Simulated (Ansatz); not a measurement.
## How far to go with the plane-wave cutoff: CoSn (P6mm, 6 atoms in the cell)

```
CELL_PARAMETERS angstrom
      5.21981     0.00000     0.00000
     -2.60990     4.52049     0.00000
      0.00000     0.00000     4.16665
ATOMIC_POSITIONS crystal
  Co 0.00000 0.50000 0.00000
  Co 0.50000 0.00000 0.00000
  Co 0.50000 0.50000 0.00000
  Sn 0.66667 0.33333 0.50000
  Sn 0.33333 0.66667 0.50000
  Sn 0.00000 0.00000 0.01200
```

Method of the run: LDA (PW92), default PAW files made with PBE (plane waves; Ansatz, an electronic-structure program).

Base settings: basis.ecutwfc = 30.9 Ry; kpoints.mp_grid.grid = 5 5 6; hamiltonian.xc = lda; hamiltonian.pseudopotentials = {kind: paw} (the program's default PAW files); scf.occupations.method = gaussian; scf.occupations.width = 0.0073 Ry.

The second cell is the first with its lattice scaled by 0.98.

The mesh stays at the base's, so the ladder's end is converged at best in this setting alone.

The first pressure column holds Ansatz's estimate of the finite-basis (Pulay) stress, which hides part of the cutoff error; the other is without it.

Only quantities that move along the ladder and can be compared are tabulated.

The count of work is k-points × plane waves × bands × iterations; it is no time. 

The starting cell comes from a database of computed structures (which also holds hypothetical and non-ambient phases and stackings), without a prior relaxation at this level. Its lattice was rescaled by up to half a per cent. One atom was moved a little off its site on purpose. Spin polarisation is off. In the base run, with a pressure of about -4 GPa the cell is away from its equilibrium volume at this level.

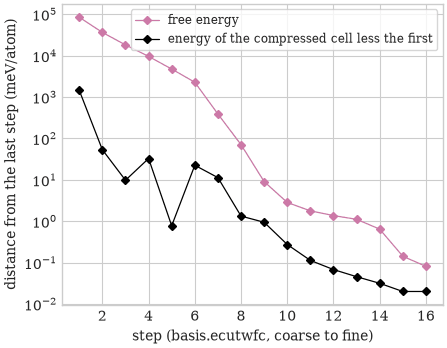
Distance from the last step along the ladder; very small values are drawn at a floor.

| basis.ecutwfc | free energy less the last step's (meV/atom) | energy of the compressed cell less the first (meV/atom) | pressure (GPa) | pressure without the Pulay estimate (GPa) | largest difference of a force vector from the last step's (eV/Å) | count of work / last |
|---|---|---|---|---|---|---|
| 10.7 Ry | 84590.39 | 1451.26 | 42.88 | -2758.21 | 0.429 | 0.080 |
| 12.5 Ry | 36367.18 | -50.47 | -15.22 | -1400.77 | 0.150 | 0.11 |
| 14 Ry | 18145.96 | -6.97 | -23.63 | -780.78 | 0.090 | 0.11 |
| 15.4 Ry | 9569.99 | -29.89 | -15.48 | -457.22 | 0.090 | 0.12 |
| 16.9 Ry | 4740.34 | 2.00 | -3.00 | -254.15 | 0.046 | 0.13 |
| 18.4 Ry | 2271.98 | 25.18 | -3.49 | -138.63 | 0.014 | 0.17 |
| 21.7 Ry | 388.02 | 14.05 | -3.22 | -34.29 | 0.008 | 0.18 |
| 24.6 Ry | 70.62 | 4.10 | -3.85 | -10.83 | 0.000 | 0.19 |
| 27.9 Ry | 9.04 | 3.72 | -3.96 | -4.88 | 0.000 | 0.23 |
| 30.9 Ry | 2.83 | 3.05 | -4.05 | -4.18 | 0.000 | 0.27 |
| 33.8 Ry | 1.78 | 2.89 | -4.08 | -4.12 | 0.000 | 0.31 |
| 37.1 Ry | 1.37 | 2.84 | -4.08 | -4.10 | 0.000 | 0.36 |
| 41.5 Ry | 1.11 | 2.82 | -4.08 | -4.11 | 0.000 | 0.41 |
| 46.3 Ry | 0.64 | 2.81 | -4.09 | -4.12 | 0.000 | 0.49 |
| 54 Ry | 0.14 | 2.79 | -4.09 | -4.10 | 0.000 | 0.62 |
| 61.7 Ry | 0.08 | 2.78 | -4.09 | -4.09 | 0.000 | 0.76 |
| 74.2 Ry | 0.00 | 2.78 | -4.09 | -4.10 | 0.000 | 1.0 |

Coarsest basis.ecutwfc that holds the energy of the compressed cell less the first within 2 meV/atom of the last step, with all finer ones: 24.6 Ry, at 0.19 of the last step's count of work; the step before is off by 11 meV/atom.

Coarsest basis.ecutwfc that holds the pressure without the Pulay estimate within 0.5 GPa of the last step, with all finer ones: 30.9 Ry, at 0.27 of the last step's count of work; the step before is off by 0.79 GPa.

Coarsest basis.ecutwfc that holds the forces within 0.02 eV/Å of the last step, with all finer ones: 18.4 Ry, at 0.17 of the last step's count of work; the step before is off by 0.046 eV/Å.

The energy difference between the two cells stays within 1 meV/atom of the last step's from 27.9 Ry on, the total only from 46.3 Ry on: much of the error is common to both cells and cancels.

At the lowest cutoff the pressure without the Pulay estimate lies 2750 GPa under the last step's, the usual sign of Pulay stress in an incomplete plane-wave basis.

Keys are those of Ansatz 0.2.
